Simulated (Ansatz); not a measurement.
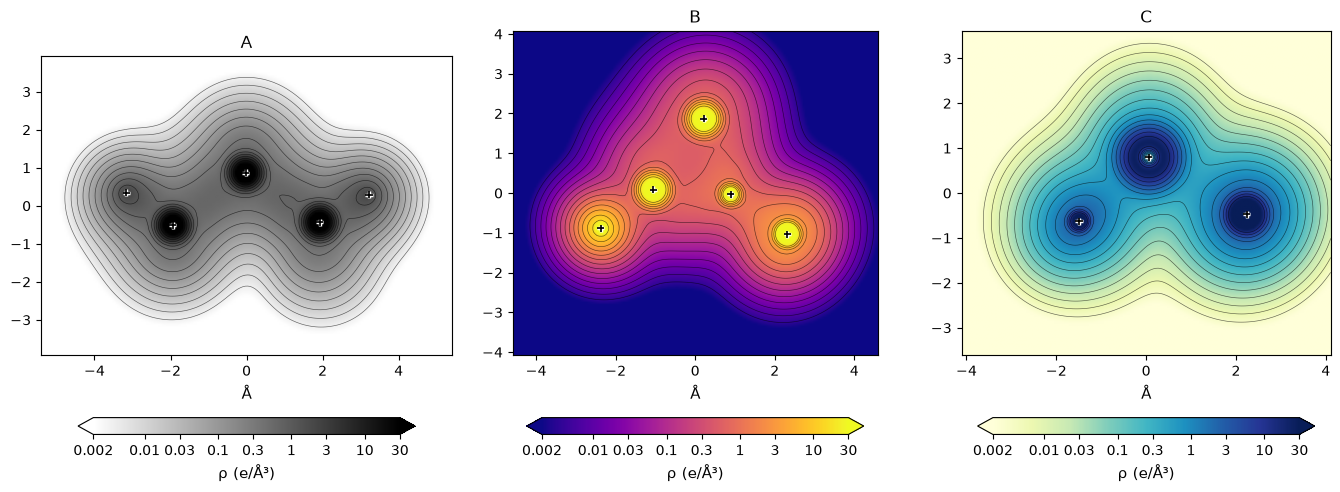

The total electron density of 3 systems, each on a plane through atoms (crosses mark nuclei in the plane).

All numbers below come from isolated molecule in a Gaussian basis; Kohn-Sham density functional theory, functional PBE0 in Ansatz.

System 1: BClFSi₂ (SMILES F[Si]1=[Si]B1Cl) (doublet), the molecular plane. Geometry: BLYP-D3(BJ)/def2-SVP.

```xyz
5

B     0.8601    1.3961    0.1650
Cl    1.6460    2.5814    1.1739
F    -0.7820   -1.4329    1.0004
Si   -0.1486   -0.2650    0.0379
Si    0.4185    0.8895   -1.7321
```

System 2: CH₄BrSn (SMILES [CH2][SnH2][Br]) (doublet), the plane of atoms C1, Sn3 and Br2. Geometry: r2SCAN-D4/def2-SVP; core potentials replace the inner electrons of Sn.

```yaml
atoms:
  - { symbol: C, position_ang: [-0.3728, -1.2618, 0.8133] }
  - { symbol: Br, position_ang: [-1.5674, 1.1515, -1.7729] }
  - { symbol: Sn, position_ang: [0.3491, 0.3503, -0.3444] }
  - { symbol: H, position_ang: [-0.3765, -2.2887, 0.4320] }
  - { symbol: H, position_ang: [0.7950, 1.6882, 0.6207] }
  - { symbol: H, position_ang: [1.5664, -0.1362, -1.4407] }
  - { symbol: H, position_ang: [-0.8521, -1.1038, 1.7856] }
```

System 3: BrFH₆Si₃, the plane of atoms Si4, Si5 and H11. Geometry: B3LYP/def2-SVP.

```yaml
atoms:
  - { symbol: Br, position_ang: [1.2156, 2.1456, -0.5836] }
  - { symbol: F, position_ang: [0.6685, 0.8485, 2.2367] }
  - { symbol: Si, position_ang: [0.1126, 0.6856, 0.7125] }
  - { symbol: Si, position_ang: [0.5875, -1.4970, -0.0194] }
  - { symbol: Si, position_ang: [2.8830, -1.9760, 0.2378] }
  - { symbol: H, position_ang: [-1.3167, 1.0936, 0.7217] }
  - { symbol: H, position_ang: [-0.2388, -2.4555, 0.7773] }
  - { symbol: H, position_ang: [0.1775, -1.5929, -1.4526] }
  - { symbol: H, position_ang: [3.2543, -1.8693, 1.6780] }
  - { symbol: H, position_ang: [3.6927, -1.0093, -0.5568] }
  - { symbol: H, position_ang: [3.1605, -3.3621, -0.2403] }
```

### Which map belongs to which system?

Panel A is system 3, BrFH₆Si₃: the plane holds Si and H. Si–Si (2.35 Å): ρ at the midpoint is about 0.65 e/Å³. Panel B is system 1, BClFSi₂: the plane holds B, Cl, F and Si. Si–F (1.64 Å): the density is about 1.1 e/Å³ at the midpoint. Panel C is system 2, CH₄BrSn: the plane holds C, Br and Sn. C–Sn (2.11 Å): the density is about 0.75 e/Å³ at the midpoint.
